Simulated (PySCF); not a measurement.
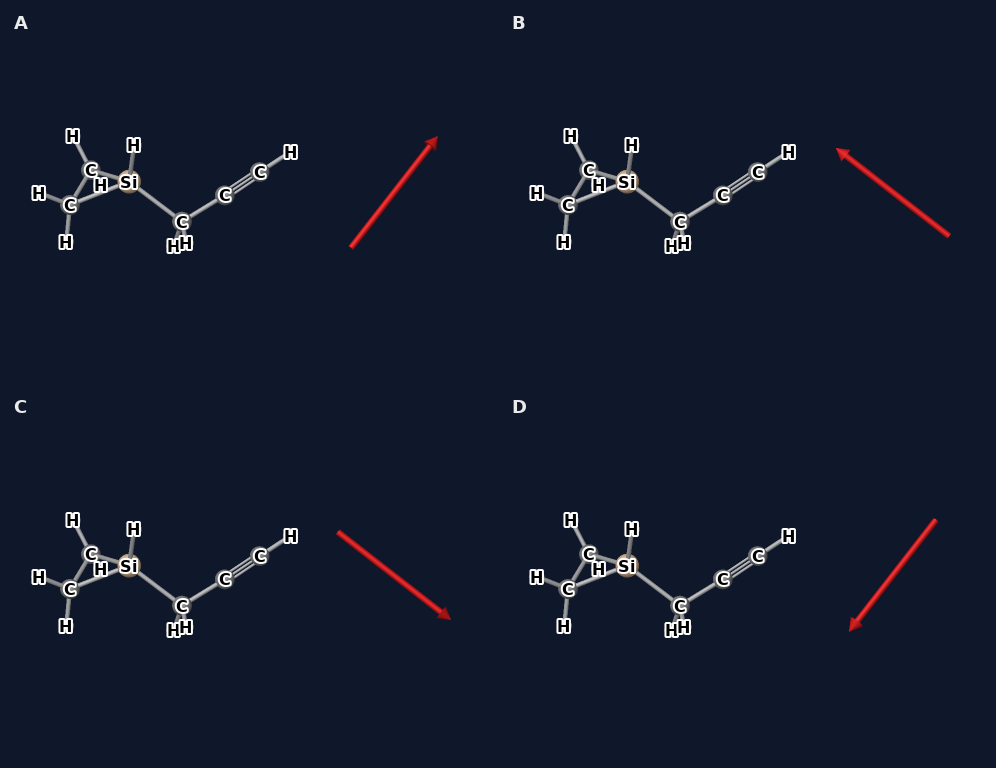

The same molecule four times, each with an arrow. The computed structure is the end point of a PBE0-D3(BJ)/def2-SVP optimisation. No frequency run is at hand to confirm it as a minimum. Level of theory: BLYP/pcSseg-1, gas phase (PySCF 2.14.0).

Which arrow points along the dipole moment, from the negative to the positive end?

D. The dipole moment is 0.64 D.
